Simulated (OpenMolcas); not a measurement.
A ladder of methods for AlNH2Cl (SMILES [NH2][Al][Cl])

The species is AlNH2Cl (5 atoms), meant as a doublet with charge 0. As SMILES, `[NH2][Al][Cl]`. Geometry: relaxed at PBE0-D4/def2-TZVP. This is one conformer, not always the lowest.

```csv
atom,x (Å),y (Å),z (Å)
N,-0.5494,0.4617,-0.2320
Al,0.4026,-0.2916,1.0491
Cl,1.9070,-1.6497,0.4408
H,-1.2936,1.1233,-0.0835
H,-0.4166,0.2827,-1.2159
```

Quantity: the dipole moment, in D. The values are calculated.

```json
{"level": "UHF/aug-cc-pVDZ", "kind": "Hartree–Fock", "program": "OpenMolcas", "value (D)": "2.40", "CPU time": "8.9 s"}
{"level": "U-revPBE/aug-cc-pVDZ", "kind": "GGA", "program": "OpenMolcas", "value (D)": "2.25", "CPU time": "35 s"}
{"level": "UPBE/aug-cc-pVDZ", "kind": "GGA", "program": "OpenMolcas", "value (D)": "2.26", "CPU time": "34 s"}
{"level": "U-r2SCAN/aug-cc-pVDZ", "kind": "meta-GGA", "program": "OpenMolcas", "value (D)": "2.32", "CPU time": "39 s"}
{"level": "UM06-L/aug-cc-pVDZ", "kind": "meta-GGA", "program": "OpenMolcas", "value (D)": "2.37", "CPU time": "42 s"}
{"level": "UTPSS/aug-cc-pVDZ", "kind": "meta-GGA", "program": "OpenMolcas", "value (D)": "2.28", "CPU time": "45 s"}
{"level": "UBHLYP/aug-cc-pVDZ", "kind": "global hybrid", "program": "OpenMolcas", "value (D)": "2.37", "CPU time": "32 s"}
{"level": "UPBE0/aug-cc-pVDZ", "kind": "global hybrid", "program": "OpenMolcas", "value (D)": "2.32", "CPU time": "30 s"}
```

The values span 2.25 to 2.40 D. CPU times are rough (shared hosts, several kinds of processor): they show what a rung costs within a factor of a few.

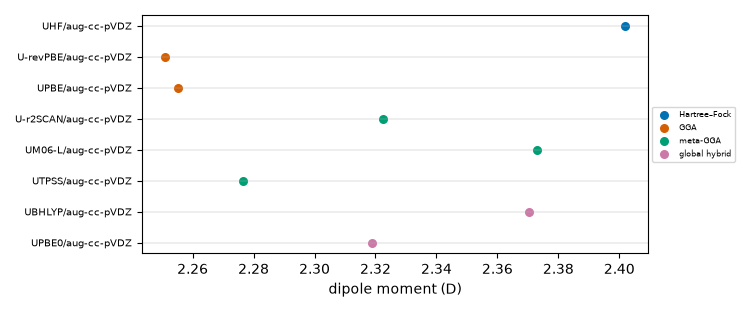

The values of the table, level by level.
